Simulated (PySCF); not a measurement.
SMILES Oc1cccc([SiH3])c1 (C₆H₈OSi) at its GFN2-xTB optimised geometry (Å):

```
16

O     -1.0782     3.1620    -0.0020
C     -0.4516     1.9518    -0.0007
C      0.9396     1.9311    -0.0008
C      1.6009     0.7184    -0.0005
C      0.8899    -0.4690     0.0000
C     -0.5011    -0.4690     0.0000
Si    -1.4840    -2.0792     0.0300
C     -1.1573     0.7570     0.0000
H     -2.0343     3.0329    -0.0029
H      1.4749     2.8673    -0.0024
H      2.6811     0.7016    -0.0014
H      1.4209    -1.4098    -0.0014
H     -1.8897    -2.3736     1.4082
H     -2.6811    -1.9223    -0.8010
H     -0.6482    -3.1620    -0.4885
H     -2.2407     0.7837    -0.0013
```

Level of theory: PBE/def2-TZVP in PySCF.

Map of the electron localisation function on the plane z = 0.8 Å:

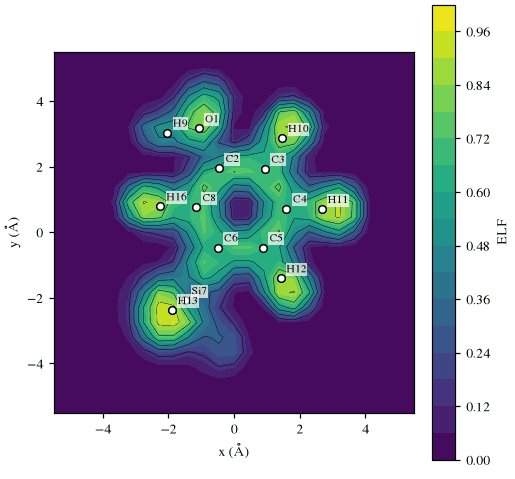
Electron localisation function on the plane z = 0.8 Å.
